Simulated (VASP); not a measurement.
# A VASP study of CoSi2 (SCAN): structure first, properties next

What structure does CoSi2 take at this level, and what are its properties? The steps: magnetic order: ferromagnetic, magnetic order: antiferromagnetic, q = (0, 0, 1/2), magnetic order: antiferromagnetic, q = (1/2, 1/2, 0), the orders side by side, relaxing cell and atoms (SCAN), second relaxation, density, ELF and potential (SCAN), bands along the symmetry lines (SCAN), total and projected DOS (SCAN), volume scan with SCAN and fit for SCAN. The start is a cell from a database of measured crystal structures.

Calculated with VASP 6.6.1; SCAN, spin-polarised from a ferromagnetic start (one magnetic atom a cell); plane waves and PAW (Co, Si), in the first sound run; inputs show where later runs differ.

The database entry behind the starting cell differs from later determinations by our own check (0.1 to 0.3 % short, probably kX units), so it need not match the best structure at ambient conditions.

### Step 1. The structure

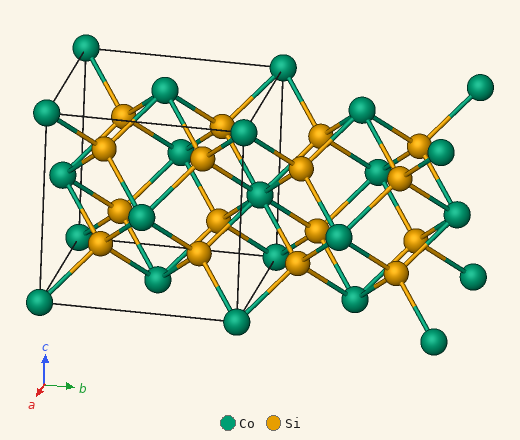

Start, viewed slightly off an axis; cobalt teal, silicon orange. 1×2×1 cells are drawn. This picture shows the conventional cell, with its axes. Some periodic images of atoms are drawn too.

Coordinates:

```cif
data_structure
_symmetry_space_group_name_H-M 'P 1'
_symmetry_Int_Tables_number 1
_cell_length_a 3.7873
_cell_length_b 3.7873
_cell_length_c 3.7873
_cell_angle_alpha 60.000
_cell_angle_beta 60.000
_cell_angle_gamma 60.000
_cell_volume 38.41
loop_
_atom_site_label
_atom_site_type_symbol
_atom_site_fract_x
_atom_site_fract_y
_atom_site_fract_z
_atom_site_occupancy
Co1 Co 0.00000 0.00000 0.00000 1
Si2 Si 0.25000 0.25000 0.25000 1
Si3 Si 0.75000 0.75000 0.75000 1
```

### Step 2. Magnetic order: ferromagnetic

The properties of a magnet depend on its order, so a few collinear patterns are compared first on the cell as listed, beginning with all moments parallel. SCAN adds the kinetic-energy density; it is numerically more delicate than r2SCAN.

Contents of INCAR:

```
SYSTEM = CoSi2
PREC = Accurate
ENCUT = 400
EDIFF = 1E-06
NELM = 100
ISMEAR = 0
SIGMA = 0.05
LREAL = .FALSE.
ALGO = Normal
METAGGA = SCAN
LASPH = .TRUE.
NBANDS = 18
ISPIN = 2
MAGMOM = 2 0 0
LMAXMIX = 4
LORBIT = 11
LWAVE = .FALSE.
LCHARG = .FALSE.
KPAR = 8
ISIF = 2
```

Contents of POSCAR:

```
CoSi2
1.0
    0.0000000000      2.6780000000      2.6780000000
    2.6780000000      0.0000000000      2.6780000000
    2.6780000000      2.6780000000      0.0000000000
Co Si
1 2
Direct
    0.0000000000      0.0000000000      0.0000000000
    0.2500000000      0.2500000000      0.2500000000
    0.7500000000      0.7500000000      0.7500000000
```

Contents of KPOINTS:

```
Automatic mesh
0
Gamma
7 7 7
0 0 0
```

The projector-augmented-wave data sets are Co and Si (PBE family, release 64).

Started as:

```sh
$ mpirun -np 8 vasp_std
```

Output:

```text
[banner, memory and clock lines left out]
running    8 mpi-ranks, on    1 nodes
 distrk:  each k-point on    1 cores,    8 groups
 distr:  one band on    1 cores,    1 groups

 POSCAR found type information on POSCAR CoSi
 POSCAR found :  2 types and       3 ions
|                                                                             |
|           W    W    AA    RRRRR   N    N  II  N    N   GGGG   !!!           |
|           W    W   A  A   R    R  NN   N  II  NN   N  G    G  !!!           |
|           W    W  A    A  R    R  N N  N  II  N N  N  G       !!!           |
|           W WW W  AAAAAA  RRRRR   N  N N  II  N  N N  G  GGG   !            |
|           WW  WW  A    A  R   R   N   NN  II  N   NN  G    G                |
|           W    W  A    A  R    R  N    N  II  N    N   GGGG   !!!           |
|                                                                             |
|     For optimal performance we recommend to set                             |
|       NCORE = 2 up to number-of-cores-per-socket                            |
|     NCORE specifies how many cores store one orbital (NPAR=cpu/NCORE).      |
|     This setting can greatly improve the performance of VASP for DFT.       |
|     The default, NCORE=1 might be grossly inefficient on modern             |
|     multi-core architectures or massively parallel machines. Do your        |
|     Unfortunately you need to use the default for GW and RPA                |
|     calculations (for HF NCORE is supported but not extensively tested      |
|     yet).                                                                   |
|                                                                             |

|                                                                             |
|               ----> ADVICE to this user running VASP <----                  |
|                                                                             |
|     You enforced a specific xc type in the INCAR file but a different       |
|     [... a line on the potential file left out ...]
|     I HOPE YOU KNOW WHAT YOU ARE DOING!                                     |
|                                                                             |

 LDA part: xc-table for (None), standard interpolation
 POSCAR, INCAR and KPOINTS ok, starting setup
 FFT: planning ... GRIDC
 FFT: planning ... GRID_SOFT
 FFT: planning ... GRID
 WAVECAR not read
 entering main loop
       N       E                     dE             d eps       ncg     rms          rms(c)
DAV:   1     0.350848713823E+02    0.35085E+02   -0.57825E+03  1472   0.743E+02
DAV:   2    -0.388877994606E+02   -0.73973E+02   -0.66389E+02  1546   0.175E+02
DAV:   3    -0.421062411531E+02   -0.32184E+01   -0.31389E+01  1798   0.411E+01
DAV:   4    -0.421600379261E+02   -0.53797E-01   -0.53724E-01  1734   0.492E+00
DAV:   5    -0.421616562645E+02   -0.16183E-02   -0.16182E-02  1700   0.883E-01    0.180E+01
DAV:   6    -0.455187882656E+02   -0.33571E+01   -0.26595E+01  1532   0.113E+02    0.222E+01
DAV:   7    -0.382109255648E+02    0.73079E+01   -0.10732E+01  1780   0.769E+01    0.468E+00
DAV:   8    -0.385134832038E+02   -0.30256E+00   -0.15074E+00  1836   0.144E+01    0.302E+00
DAV:   9    -0.384708765925E+02    0.42607E-01   -0.24339E-01  1696   0.669E+00    0.126E+00
DAV:  10    -0.384758967082E+02   -0.50201E-02   -0.17718E-02  1698   0.123E+00    0.511E-01
DAV:  11    -0.384774787079E+02   -0.15820E-02   -0.48069E-03  1720   0.710E-01    0.291E-01
DAV:  12    -0.384772489819E+02    0.22973E-03   -0.14565E-03  1714   0.447E-01    0.113E-01
DAV:  13    -0.384771294924E+02    0.11949E-03   -0.23802E-04  2090   0.171E-01    0.311E-02
DAV:  14    -0.384770588891E+02    0.70603E-04   -0.27313E-05  1890   0.534E-02    0.122E-02
DAV:  15    -0.384769997092E+02    0.59180E-04   -0.15757E-05  1648   0.306E-02    0.761E-03
DAV:  16    -0.384770009131E+02   -0.12039E-05   -0.29749E-06  1446   0.162E-02    0.202E-03
DAV:  17    -0.384770006783E+02    0.23480E-06   -0.11424E-06   984   0.772E-03
   1 F= -.38477001E+02 E0= -.38475706E+02  d E =-.258850E-02  mag=    -0.0009
```

Wall time 14 s (8 MPI ranks of Intel Xeon 6975P-C (Granite Rapids), shared host); peak memory 1.5 GiB.

Lines that name or quote the potential files are left out of all logs, and their timing lines are given in words.

From OUTCAR (step 2):

```text
ion  position               nearest neighbor table
   1  0.000  0.000  0.000-   3 2.32   2 2.32   3 2.32   2 2.32   3 2.32   3 2.32   2 2.32   2 2.32

  LATTYP: Found a face centered cubic cell.
 ALAT       =     5.3560000000

 Subroutine GETGRP returns: Found 48 space group operations
 (whereof 48 operations were pure point group operations)

The static configuration has the point symmetry O_h .

 Found     20 irreducible k-points:

   k-points           NKPTS =     20   k-points in BZ     NKDIM =     20   number of bands    NBANDS=     18

   dimension x,y,z NGX =    28 NGY =   28 NGZ =   28
   dimension x,y,z NGXF=    56 NGYF=   56 NGZF=   56

   ENCUT  =  400.0 eV  29.40 Ry    5.42 a.u.   6.18  6.18  6.18*2*pi/ulx,y,z

   NELECT =      17.0000    total number of electrons

 k-points in reciprocal lattice and weights: Automatic mesh
   0.00000000  0.00000000  0.00000000       0.003
   0.14285714  0.00000000  0.00000000       0.023
   0.28571429  0.00000000  0.00000000       0.023
   0.42857143  0.00000000  0.00000000       0.023
   0.14285714  0.14285714  0.00000000       0.017
   0.28571429  0.14285714  0.00000000       0.070
   0.42857143  0.14285714  0.00000000       0.070
  -0.42857143  0.14285714  0.00000000       0.070
  -0.28571429  0.14285714  0.00000000       0.070
[...]
-0.42857143  0.42857143  0.14285714       0.070
  -0.28571429  0.42857143  0.14285714       0.070

 average (electrostatic) potential at core
       1 -83.1145       2 -82.5214       3 -82.5214

 E-fermi :  10.0409

 spin component 1
 k-point     1 :       0.0000    0.0000    0.0000
  band No.  band energies     occupation
    ...
      2       5.7739      1.00000
      3       5.7739      1.00000
      4       5.7740      1.00000
      5       7.9005      1.00000
      6       7.9008      1.00000
      7      11.0271      0.00000
      8      13.4888      0.00000
      9      13.4888      0.00000
     10      13.4888      0.00000
     11      13.5994      0.00000
    ...

 k-point     2 :       0.1429    0.0000    0.0000
  band No.  band energies     occupation
    ...
      2       5.0332      1.00000
      3       5.8832      1.00000
      4       5.8833      1.00000
      5       7.8197      1.00000
      6       7.8200      1.00000
      7      10.5231      0.00000
      8      11.9109      0.00000
      9      12.2199      0.00000
     10      12.2199      0.00000
     11      14.6141      0.00000
    ...

 k-point     3 :       0.2857    0.0000    0.0000
  band No.  band energies     occupation
    ...
      3       6.1146      1.00000
      4       6.1147      1.00000
      5       7.7830      1.00000
      6       7.7832      1.00000
      7       8.7181      1.00000
      8      10.8879      0.00000
      9      10.8879      0.00000
     10      12.6892      0.00000
     11      13.9333      0.00000
     12      13.9333      0.00000
    ...

 k-point     4 :       0.4286    0.0000    0.0000
  band No.  band energies     occupation
    ...
      5       7.8387      1.00000
      6       8.1054      1.00000
      7       8.1057      1.00000
      8       9.7239      1.00000
      9       9.7240      1.00000
     10      12.9567      0.00000
     11      13.5933      0.00000
     12      13.5934      0.00000
     13      14.5875      0.00000
     14      19.9917      0.00000
    ...

 k-point     5 :       0.1429    0.1429    0.0000
  band No.  band energies     occupation
    ...
      2       5.1357      1.00000
      3       5.7902      1.00000
      4       5.7902      1.00000
      5       7.4965      1.00000
      6       8.0054      1.00000
      7      11.0935      0.00000
      8      11.0936      0.00000
      9      11.3463      0.00000
     10      11.8630      0.00000
     11      14.0589      0.00000
    ...

 k-point     6 :       0.2857    0.1429    0.0000
  band No.  band energies     occupation
    ...
      3       5.9018      1.00000
      4       5.9858      1.00000
      5       7.0791      1.00000
      6       8.0866      1.00000
      7       9.0482      1.00000
      8      10.1027      0.04036
      9      10.7338      0.00000
     10      12.0973      0.00000
     11      14.3545      0.00000
     12      15.1415      0.00000
    ...

  Total       -1.4032643     -1.4032643     -1.4032643     -0.0000000     -0.0000000      0.0000000
  in kB      -58.5313219    -58.5313219    -58.5313219     -0.0000000     -0.0000000      0.0000000
  external PRESSURE =     -58.5313219 kB  Pullay stress =       0.0000000 kB

  energy-cutoff  :      400.00
  volume of cell :       38.41
      direct lattice vectors                 reciprocal lattice vectors
     0.000000000  2.678000000  2.678000000    -0.186706497  0.186706497  0.186706497
     2.678000000  0.000000000  2.678000000     0.186706497 -0.186706497  0.186706497
     2.678000000  2.678000000  0.000000000     0.186706497  0.186706497 -0.186706497

 POSITION                                       TOTAL-FORCE (eV/Angst)
 -----------------------------------------------------------------------------------
      0.00000      0.00000      0.00000        -0.000000      0.000000     -0.000000
      1.33900      1.33900      1.33900        -0.000000      0.000000     -0.000000
      4.01700      4.01700      4.01700         0.000000     -0.000000      0.000000
 -----------------------------------------------------------------------------------
    total drift:                               -0.000000     -0.000000      0.000000

  FREE ENERGIE OF THE ION-ELECTRON SYSTEM (eV)
  ---------------------------------------------------
  free  energy   TOTEN  =       -38.4770006783 eV

  energy  without entropy=      -38.4744121749  energy(sigma->0) =      -38.47570643

 total charge
# of ion       s       p       d       tot
------------------------------------------
    1        0.564   0.754   7.597   8.914
    2        0.712   0.882   0.000   1.594
    3        0.712   0.882   0.000   1.594
--------------------------------------------------
tot          1.988   2.517   7.597  12.101

 magnetization (x)
# of ion       s       p       d       tot
------------------------------------------
    1       -0.000  -0.000  -0.001  -0.001
    2       -0.000  -0.000   0.000  -0.000
    3       -0.000  -0.000   0.000  -0.000
--------------------------------------------------
tot         -0.000  -0.000  -0.001  -0.001

[... 6 further parts left out ...]
```

The k-mesh is coarse for a metal. The PAW data sets were made with PBE, which is usual practice but a small mismatch for other functionals. At this level the cell is under a tension of 5.9 GPa, so at these settings it is away from equilibrium.

This step gave:

```yaml
scf_cycles: 17
electrons: 17
bands: 18
irreducible_k_points: 20
symmetry_operations: 48
free_energy_toten: -38.48 eV
energy_at_zero_smearing: -38.48 eV
fermi_energy: 10.04 eV
pressure: -5.853 GPa
moment_of_the_cell_from_the_last_line_of_the_log: 0 μB
metallic: yes
```

Spin moment in the PAW sphere by atom:

```csv
atom,spin moment in the PAW sphere (μB)
Co1,-0.0010
Si2,0.0000
Si3,0.0000
```

The moments fall under 0.1 μB, and the mesh shows no gap.

[end of part 1 of 6]

[Lines on the potential files, build, host, timing and source positions are cut from VASP's logs without a mark.]

[Logs are printed without paths, hosts, clocks, repeated set-up lines and the standing remarks that a program may print on its own settings, such as how far it seeks lower states.]

[Hosts, paths, dates, database ids (printed as entryN), source tags and the programs' standing remarks are cut or masked in the printed files.]

[A measured line is paired with the nearest computed mode of its activity, which favours agreement.]

[In band tables of VASP the shares of atoms and orbitals are scaled to a sum of 1 inside the atoms' spheres.]
